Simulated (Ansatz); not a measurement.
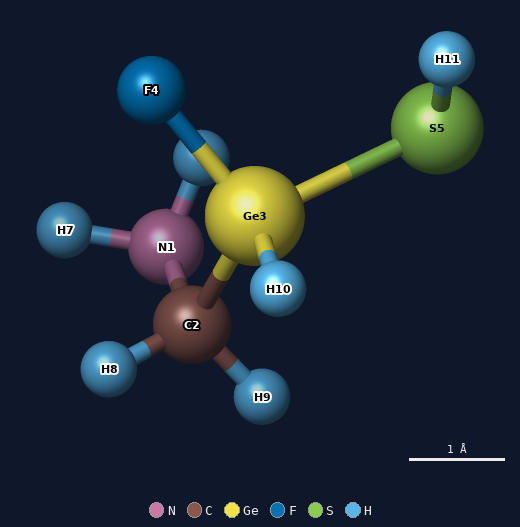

*The input geometry (ball-and-stick view, seen at a tilt; atoms are numbered from 1 in the order of the input). Sticks mark near contacts.*

CH6FGeNS: geometry relaxation (part 1 of 2)

- system: CH6FGeNS, SMILES N[CH2][GeH]([F])[SH]
- method: RKS PBE/def2-SVP (Ansatz 0.2.0)

It belongs to a series of runs on one base structure; here: end point B relaxed. Figures and captions count atoms from 1; the log counts them from 0 in places.

### Log
```
The last accepted step is kept in [file] (removed where the run ends without a failure and the disk answers)
Engine: ansatz 0.2.0, x86_64-unknown-linux-gnu
Functional definition: PBE
  parameter kappa = 0.804
  parameter beta = 0.06672455060314922
  exchange = pbe_x(kappa = kappa, mu = beta*pi^2/3)
  correlation = pbe_c(beta = beta)
1382 factors; their error is unknown
mean field evaluation 1: about -72652.7480 eV, gradient 7.0e1 eV
mean field evaluation 2: about -72574.1922 eV, gradient 1.6e2 eV
mean field evaluation 4: about -72662.3873 eV, gradient 1.1e1 eV
mean field evaluation 8: about -72662.7266 eV, gradient 1.9e-1 eV
mean field evaluation 16: about -72662.6323 eV, gradient 2.7e-3 eV
mean field -72662.63225173 eV, -2670.3024827501 hartree, gradient 2.8e-5 eV, S^2 0.000000; 0 other end points of the search recorded, 0 dependent functions left out
the calculation of the forces begins
reference -72662.63228742 eV, -2670.3024840617 hartree; 38, 38 occupied and 84, 84 virtual orbitals, 1382 factors
relax step   1: F+E_penalty+E_count = -72662.63225173 eV  Δ(F+E_penalty+E_count) = +0.000e0 eV  max|allowed force component| = 1.935e0 eV/Å  Δτ_max = 0.0000 Å  (29 SCF iters, accepted)
these checks for a lower state are left out or cut short: starts, cluster_reference, orbital_swaps, neighbouring_geometries, increment
1382 factors; their error is unknown
mean field -72662.94825379 eV, -2670.3140956116 hartree, gradient 1.0e-5 eV, S^2 0.000000; 0 other end points of the search recorded, 0 dependent functions left out
[... from here on the field's lines of each further geometry are left out, up to the last ...]
relax step   2: F+E_penalty+E_count = -72662.94825379 eV  Δ(F+E_penalty+E_count) = -3.160e-1 eV  max|allowed force component| = 9.818e-1 eV/Å  Δτ_max = 0.1999 Å  (29 SCF iters, accepted)
relax step   3: F+E_penalty+E_count = -72663.01642119 eV  Δ(F+E_penalty+E_count) = -6.817e-2 eV  max|allowed force component| = 7.617e-1 eV/Å  Δτ_max = 0.1686 Å  (29 SCF iters, accepted)
relax step   4: F+E_penalty+E_count = -72663.06319393 eV  Δ(F+E_penalty+E_count) = -4.677e-2 eV  max|allowed force component| = 9.750e-1 eV/Å  Δτ_max = 0.1953 Å  (28 SCF iters, accepted)
relax step   5: F+E_penalty+E_count = -72663.09671890 eV  Δ(F+E_penalty+E_count) = -3.352e-2 eV  max|allowed force component| = 5.565e-1 eV/Å  Δτ_max = 0.0932 Å  (29 SCF iters, accepted)
relax step   6: F+E_penalty+E_count = -72663.11468153 eV  Δ(F+E_penalty+E_count) = -1.796e-2 eV  max|allowed force component| = 1.398e-1 eV/Å  Δτ_max = 0.1291 Å  (29 SCF iters, accepted)
relax step   7: F+E_penalty+E_count = -72663.11644520 eV  Δ(F+E_penalty+E_count) = -1.764e-3 eV  max|allowed force component| = 2.824e-1 eV/Å  Δτ_max = 0.0918 Å  (29 SCF iters, accepted)
relax step   8: F+E_penalty+E_count = -72663.12197651 eV  Δ(F+E_penalty+E_count) = -5.531e-3 eV  max|allowed force component| = 5.681e-2 eV/Å  Δτ_max = 0.0349 Å  (31 SCF iters, accepted)
relax step   9: F+E_penalty+E_count = -72663.12256385 eV  Δ(F+E_penalty+E_count) = -5.873e-4 eV  max|allowed force component| = 4.850e-2 eV/Å  Δτ_max = 0.0184 Å  (30 SCF iters, accepted)
relax step  10: F+E_penalty+E_count = -72663.12296513 eV  Δ(F+E_penalty+E_count) = -4.013e-4 eV  max|allowed force component| = 2.686e-2 eV/Å  Δτ_max = 0.0175 Å  (31 SCF iters, accepted)
relax step  11: F+E_penalty+E_count = -72663.12326945 eV  Δ(F+E_penalty+E_count) = -3.043e-4 eV  max|allowed force component| = 1.753e-2 eV/Å  Δτ_max = 0.0300 Å  (30 SCF iters, accepted)
relax step  12: F+E_penalty+E_count = -72663.12336745 eV  Δ(F+E_penalty+E_count) = -9.800e-5 eV  max|allowed force component| = 1.187e-2 eV/Å  Δτ_max = 0.0192 Å  (31 SCF iters, accepted)
relax step  13: F+E_penalty+E_count = -72663.12344726 eV  Δ(F+E_penalty+E_count) = -7.981e-5 eV  max|allowed force component| = 6.197e-3 eV/Å  Δτ_max = 0.0105 Å  (31 SCF iters, accepted)
the calculation of the forces begins
reference -72663.12353489 eV, -2670.3205370730 hartree; 38, 38 occupied and 84, 84 virtual orbitals, 1382 factors
relax step  14: F+E_penalty+E_count = -72663.12349853 eV  Δ(F+E_penalty+E_count) = -5.127e-5 eV  max|allowed force component| = 8.122e-3 eV/Å  Δτ_max = 0.0201 Å  (30 SCF iters, accepted)
1382 factors; their error is unknown
mean field evaluation 128: about -72663.1235 eV, gradient 7.9e-4 eV
```

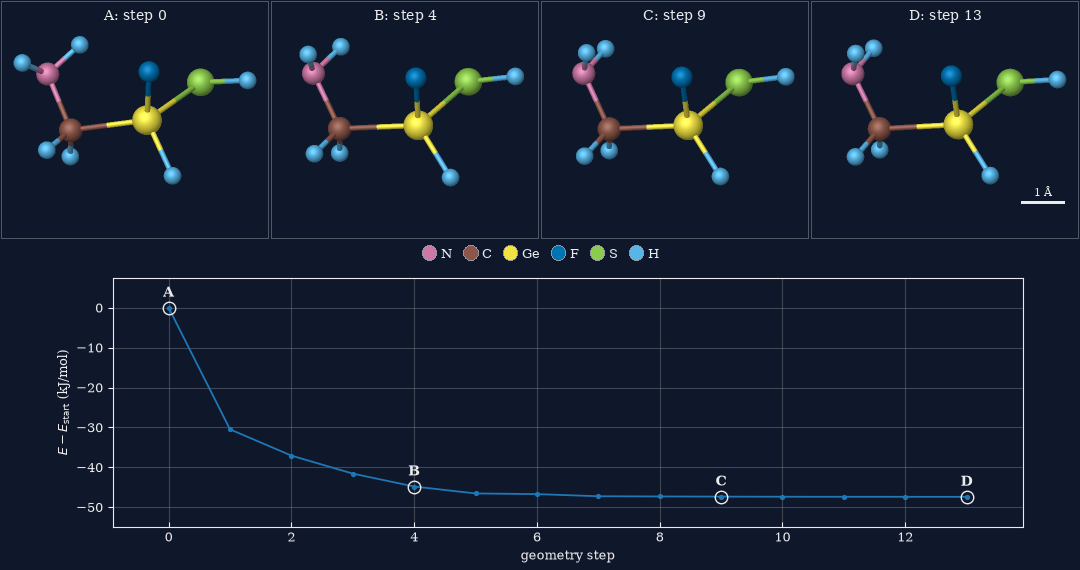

*Frames of the relaxation (ball-and-stick view, seen at a tilt) above the curves, on which the letters mark them (the first geometry is step 0 here and step 1 in the log).*

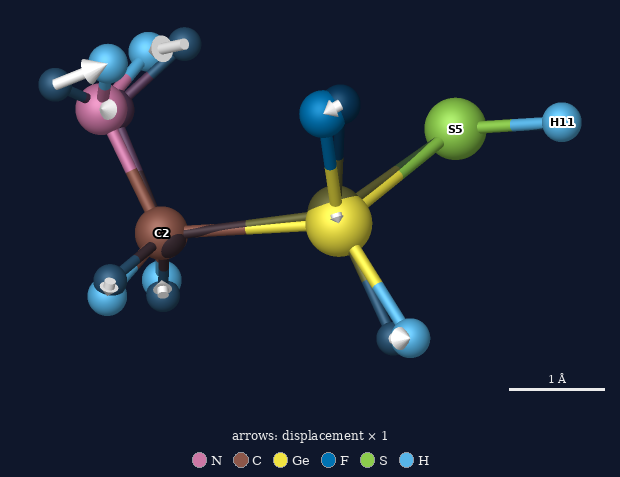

*Start (faint) and end (solid) with the displacements as white arrows, at true length (ball-and-stick view, seen at a tilt). The two geometries are laid on each other by the best rigid fit.*

H7 moves most after the best rigid fit: 0.65 Å. Largest moves by element: H 0.65 Å, N 0.24 Å, F 0.21 Å, Ge 0.11 Å, C 0.05 Å, S 0.05 Å. Among the contacts that change: N1–H7 1.092 → 1.029 Å, C2–Ge3 1.933 → 1.992 Å, Ge3–H10 1.505 → 1.559 Å, C2–H8 1.064 → 1.111 Å. Among the angles that change: C2–Ge3–H10 111.0° → 123.6°, C2–Ge3–F4 111.0° → 102.0°, F4–Ge3–H10 110.9° → 103.8°. Over 13 geometry steps the energy falls by 47.4 kJ/mol. Largest force component: 1.9 eV/Å at the start, 0.0081 eV/Å at the end. (Atoms are counted from 1 in the order of the input.)

```
mean field -72663.12349853 eV, -2670.3205357369 hartree, gradient 2.2e-5 eV, S^2 0.000000; 1 other end points of the search recorded, 0 dependent functions left out
the calculation of the forces begins
reference -72663.12353489 eV, -2670.3205370730 hartree; 38, 38 occupied and 84, 84 virtual orbitals, 1382 factors
Total energy: -72663.12353489 eV, -2670.3205370730 hartree
Atom 0 at    -0.593338     0.918635     1.439065 Å, force    -0.003011    -0.000679     0.000428 eV/Å
Atom 1 at    -0.893991     0.636617     0.045679 Å, force    -0.005689     0.001897    -0.005006 eV/Å
Atom 2 at     0.062425    -0.977381    -0.624966 Å, force    -0.000078     0.000734    -0.001050 eV/Å
Atom 3 at    -0.140471    -2.115414     0.726901 Å, force    -0.000180    -0.000472     0.000330 eV/Å
Atom 4 at     2.240074    -0.441673    -0.740245 Å, force     0.003264    -0.008122    -0.002170 eV/Å
Atom 5 at     0.404484     1.136670     1.557940 Å, force     0.004169     0.001291     0.001658 eV/Å
Atom 6 at    -0.765008     0.080973     2.011122 Å, force     0.000601    -0.001453     0.001100 eV/Å
Atom 7 at    -1.982245     0.455778    -0.083400 Å, force     0.000598     0.002682     0.001322 eV/Å
Atom 8 at    -0.639115     1.506161    -0.594665 Å, force     0.000770    -0.002826     0.000936 eV/Å
Atom 9 at    -0.393571    -1.794306    -1.871454 Å, force     0.001240    -0.000818     0.000909 eV/Å
Atom 10 at     2.630746    -1.708650    -1.053925 Å, force    -0.001683     0.007765     0.001542 eV/Å
Dipole moment:    -0.048056     0.053494    -0.249062 e Å
```

### Trajectory as extended XYZ (Å, eV, eV/Å), 14 frames, from step=1 to step=14
```
11
Properties=species:S:1:pos:R:3:forces:R:3 step=1 energy=-72662.63225
N    -0.4090    1.0295    1.3297   -1.8618  -0.8272   1.9350
C    -0.9083    0.5960    0.0144    1.7763   0.3563   0.6455
Ge    0.1000   -0.9621   -0.5251    0.5433   0.4096  -0.7502
F     0.0562   -2.1981    0.7140   -0.2032  -0.2806   0.2897
S     2.2710   -0.4075   -0.7566   -0.0010  -0.4931   0.0083
H     0.4442    0.5000    1.5518    0.2282   0.2515   0.1546
H    -1.1255    0.6137    2.0419    1.5367   0.9326  -1.0872
H    -1.9367    0.3263    0.0649   -1.5746  -0.2912  -0.1108
H    -0.7796    1.4136   -0.7076   -0.0484   0.1435  -0.5515
H    -0.4004   -1.5017   -1.8384   -0.2547  -0.7480  -0.6763
H     2.6181   -1.7123   -1.0770   -0.1408   0.5465   0.1429
11
Properties=species:S:1:pos:R:3:forces:R:3 step=2 energy=-72662.94825
N    -0.4564    1.0615    1.4019   -0.2871  -0.9818   0.2450
C    -0.8609    0.5841    0.0509    0.3668   0.3795   0.5610
Ge    0.0903   -0.9875   -0.6306    0.2222   0.2363   0.0164
F    -0.0295   -2.2025    0.6386   -0.0381  -0.2892   0.1291
S     2.2542   -0.3936   -0.7565   -0.0446  -0.3345  -0.0690
H     0.4766    0.6691    1.6533   -0.3034   0.3750  -0.2132
H    -1.0905    0.6092    2.1066    0.4899   0.3282  -0.5634
H    -1.9233    0.3093    0.0443   -0.4344   0.0361  -0.0093
H    -0.7351    1.3872   -0.7034    0.0056   0.1181  -0.0799
H    -0.4153   -1.6591   -1.9315   -0.0143  -0.1031  -0.0617
H     2.6198   -1.6804   -1.0617    0.0375   0.2353   0.0451
11
Properties=species:S:1:pos:R:3:forces:R:3 step=3 energy=-72663.01642
N    -0.4890    1.0570    1.4122    0.3706  -0.7617  -0.0397
C    -0.8847    0.6022    0.0572    0.1002   0.2609   0.4283
Ge    0.0756   -0.9853   -0.6204   -0.0090  -0.2034  -0.1322
F    -0.1085   -2.2515    0.6047    0.0183  -0.0095   0.0690
S     2.2478   -0.4286   -0.7325    0.0644  -0.0191   0.0379
H     0.5206    0.8195    1.5909   -0.7542   0.3579  -0.2018
H    -1.0033    0.4872    2.1128    0.2443   0.1771  -0.2915
H    -1.9645    0.3400    0.0413    0.0305   0.0771   0.0307
H    -0.7576    1.4178   -0.6906    0.0554  -0.0171   0.0448
H    -0.4085   -1.6773   -1.9323    0.0168   0.0454   0.0198
H     2.7022   -1.6835   -1.0314   -0.1374   0.0923   0.0348
11
Properties=species:S:1:pos:R:3:forces:R:3 step=4 energy=-72663.06319
N    -0.5178    1.0262    1.4179    0.5657  -0.6875   0.0843
C    -0.8864    0.6112    0.0535   -0.1778   0.1080   0.2997
Ge    0.0642   -0.9941   -0.6202   -0.0597  -0.0649  -0.0838
F    -0.1272   -2.2585    0.6134    0.0110   0.0923  -0.0186
S     2.2314   -0.4205   -0.6968    0.0437  -0.0719   0.0102
H     0.5312    0.9736    1.5311   -0.9750   0.1185  -0.0601
H    -0.8994    0.3232    2.0922    0.3582   0.4213  -0.4130
H    -1.9741    0.3674    0.0172    0.1329   0.1010   0.0312
H    -0.7378    1.4437   -0.6733    0.0755  -0.0878   0.0826
H    -0.4061   -1.6882   -1.9385    0.0398   0.0171   0.0508
H     2.6520   -1.6865   -0.9843   -0.0143   0.0539   0.0166
11
Properties=species:S:1:pos:R:3:forces:R:3 step=5 energy=-72663.09672
N    -0.5274    0.9889    1.4202    0.3514  -0.4357   0.0369
C    -0.8979    0.6231    0.0532   -0.1248   0.1471   0.0956
Ge    0.0459   -0.9826   -0.6400    0.0844  -0.1100   0.0589
F    -0.1129   -2.2039    0.6406   -0.0550   0.0339  -0.0006
S     2.2186   -0.4180   -0.7047    0.0308   0.0182  -0.0247
H     0.5121    0.9949    1.5178   -0.5565   0.0594  -0.0176
H    -0.8573    0.2448    2.0644    0.2064   0.2508  -0.1905
H    -1.9900    0.4146    0.0057    0.0794   0.0499  -0.0071
H    -0.7112    1.4694   -0.6459    0.0239  -0.0661   0.0432
H    -0.3850   -1.7457   -1.9288   -0.0248   0.0335  -0.0047
H     2.6352   -1.6883   -0.9706   -0.0152   0.0189   0.0107
```
